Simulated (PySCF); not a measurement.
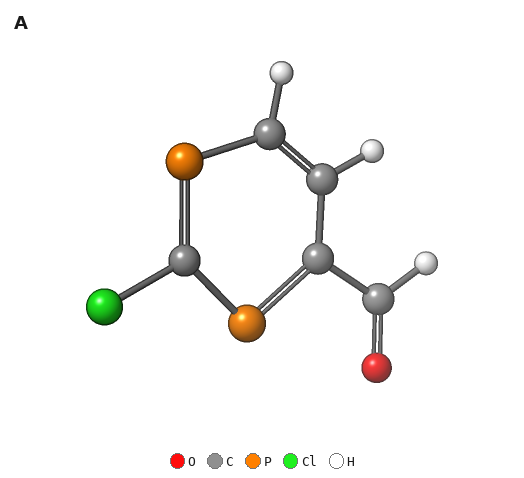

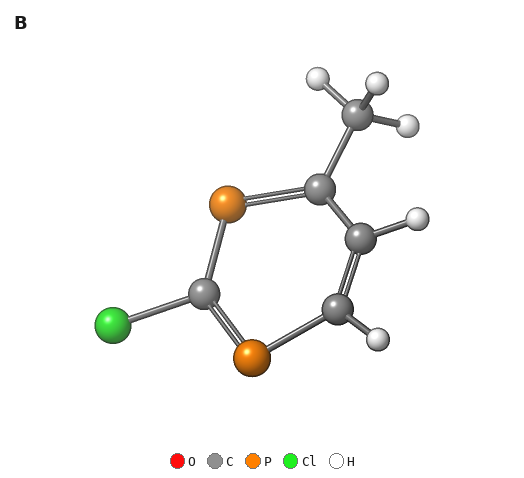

Two related species, optimised with GFN2-xTB; properties computed with PySCF 2.14.0. Both: charge 0, singlet.

What are A and B?

Answer. A is C5H3ClOP2 (O=Cc1ccpc(Cl)p1), B is C5H5ClP2 (Cc1ccpc(Cl)p1).

Compare them. With CAM-B3LYP/def2-SVPD: dipole moment (D), HOMO–LUMO gap (eV), HOMO energy (Kohn–Sham orbital) (eV), lowest vertical singlet excitation (eV), mean static polarisability (bohr³). With GFN2-xTB: mean Cl–C length (Å).

| quantity | A | B |
| --- | --- | --- |
| dipole moment (D) | 4.03 | 3.44 |
| HOMO–LUMO gap (eV) | 6.55 | 7.18 |
| HOMO energy (Kohn–Sham orbital) (eV) | −8.84 | −8.34 |
| lowest vertical singlet excitation (eV) | 3.32 | 4.00 |
| mean static polarisability (bohr³) | 126.0 | 122.8 |
| mean Cl–C length (Å) | 1.746 | 1.747 |

Each is one conformer, and no frequency run is at hand to confirm it as a minimum.

The geometry is semi-empirical. Around P such bond lengths and angles can be off by a tenth of an ångström or more and by several degrees, and values that hang on the shape move with them.
